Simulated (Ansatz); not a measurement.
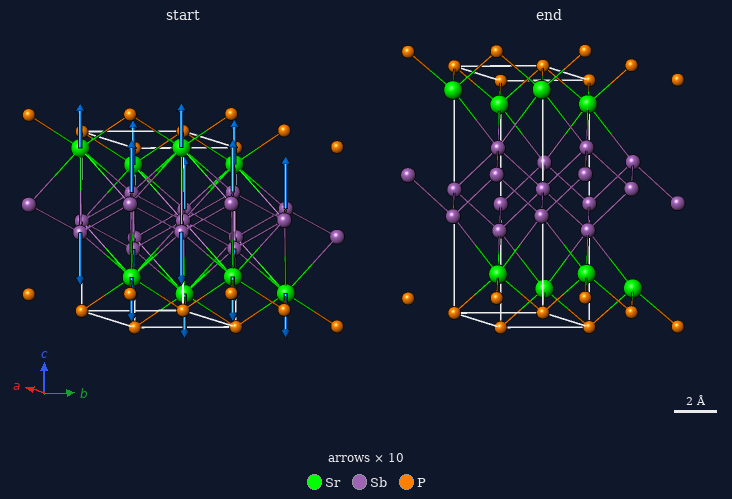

The structure of solid Sr$_{2}$Sb$_{3}$P (built on the Eu2H3Cl-164 type type) before (left) and after (right) a relaxation, at one scale. The blue arrows give the displacements (the part carried along by the change of the cell is left out), magnified 10 times.

The picture is a ball-and-stick view of the cell of the calculation, repeated 2 × 2 × 1 with one cell outlined, seen from a free direction.

Theory: DFT, r2SCAN+rVV10, plane waves, PAW (Ansatz 0.2.0). (plane-wave cutoff 500 eV; k-point mesh 6 × 6 × 4; occupations fermi dirac; smearing width 0.03 eV; no spin polarisation; cell and atoms relaxed; force threshold 0.01 eV/Å; at most 120 steps)

Question: Describe what moved and what it gained.

Answer: Over 16 accepted moves (18 points after the start) the energy falls by 140 meV per atom. The largest force component goes from 0.013 to 0.0017 eV/Å. The pressure goes from 1.03 to 0.00 GPa. The SCF was repeated twice at an unchanged geometry on a basis and grid sized afresh for the cell, which shifted the energy by 10.5 meV per atom at most. The largest moves relative to the cell, 0.26 Å, are those of Sb atoms. Largest moves by element: Sb 0.26 Å, Sr 0.22 Å. P stays in place. The volume changes by +5.2 %, with a = b 4.867 → 4.257 Å (−12.5 %), c 8.784 → 12.086 Å (+37.6 %). Near-neighbour distances that change, for instance: Sb–Sr 4.139 → 6.181 Å, Sb–Sr 4.134 → 5.036 Å, Sb–Sr 3.407 → 3.585 Å, P–Sr 3.122 → 2.959 Å. Among the angles between lasting bonds that change: Sr–Sb–Sb 79.8° → 98.7°, Sb–Sb–Sb 107.4° → 89.0°, Sb–Sb–Sb 72.6° → 91.0°. The space group stays P-3m1 (No. 164).
